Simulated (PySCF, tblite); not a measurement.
# C₃H₉BO₂PSi radical: geometry, infrared bands and EPR parameters

What infrared bands and EPR parameters should C₃H₉BO₂PSi radical (`[BH]P[SiH]1OCCCO1`) show?

Computed with tblite 0.8.0 and PySCF 2.14.0, with density-fitted response routines of our own, on a single molecule in the gas phase. Atoms are numbered from 0 throughout.

### Step 1. The starting structure

17 atoms, charge 0, multiplicity 2; geometry from: force field or distance geometry start.

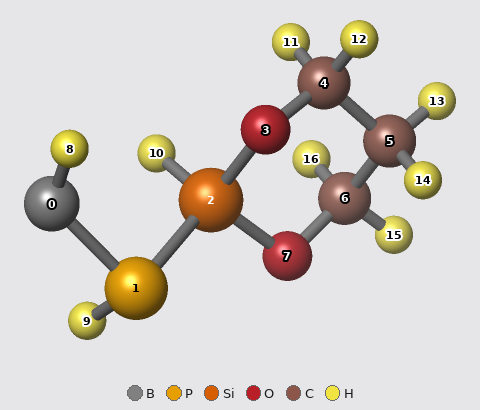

The starting geometry (boron grey, phosphorus amber, silicon orange, oxygen red, carbon brown, hydrogen yellow), atoms numbered.

### Step 2. Optimising the geometry with GFN2-xTB

Job settings and geometry (Å):

```
{"job": {"kind": "relax", "xc": "GFN2-xTB", "basis": "xTB"}, "charge": 0, "multiplicity": 2}
B      3.771200     0.844300     0.129200
P      2.802900    -0.196000    -1.187300
Si     0.965000    -0.286500     0.023200
O      0.178300     1.272000    -0.012300
C     -1.105300     1.137200     0.578500
C     -1.995400     0.127000    -0.181200
C     -1.399500    -1.285800    -0.058800
O     -0.140700    -1.406300    -0.689200
H      3.497400     1.983200     0.286700
H      3.312200    -1.472300    -0.686500
H      1.257700    -0.680200     1.402200
H     -1.034500     0.873400     1.653500
H     -1.604000     2.133000     0.531500
H     -3.006100     0.137500     0.260000
H     -2.069300     0.422000    -1.248200
H     -2.105100    -1.995700    -0.531200
H     -1.331800    -1.594800     1.016900
```

Run with:

```sh
$ OMP_NUM_THREADS=1 python probes_run.py task.json out
```

One launch serves the whole session: the jobs run in the order shown.

**Question.** This job is followed by: GFN2-xTB harmonic vibrations, gas phase; UKS B3LYP, pcH-1 on B C H O P Si, non-relativistic, mean-field spin-orbit, GIAO. What will the session give for the following? strongest single infrared mode (GFN2-xTB); zero-point energy (GFN2-xTB); g(iso) (B3LYP); ⟨S²⟩; largest a(iso) (averaged by class); surface potential, least and greatest.

The runs gave:

```
                                 quantity                 value
strongest single infrared mode (GFN2-xTB)  728 cm⁻¹, 392 km/mol
             zero-point energy (GFN2-xTB)         75.8 kcal/mol
                           g(iso) (B3LYP)               2.00149
                                     ⟨S²⟩    0.754 (exact 0.75)
       largest a(iso) (averaged by class)  11B on B0, 288.9 MHz
    surface potential, least and greatest    -1.14 V and 1.10 V
```

What this shows: Over 81 steps the energy fell by 0.837 eV; of the close pairs, B0–P1 changed most, 1.937 to 1.774 Å. All 45 modes are real, so the xTB geometry is a minimum. The strongest single mode, at 728 cm⁻¹, moves mainly H10. GFN2-xTB is a fitted tight-binding method: band positions and strengths are rough. Its intensities can rank the bands wrongly. B0 carries the largest spin population, 0.97 e. The isotropic g lies 0.8 ppt below the free-electron value.
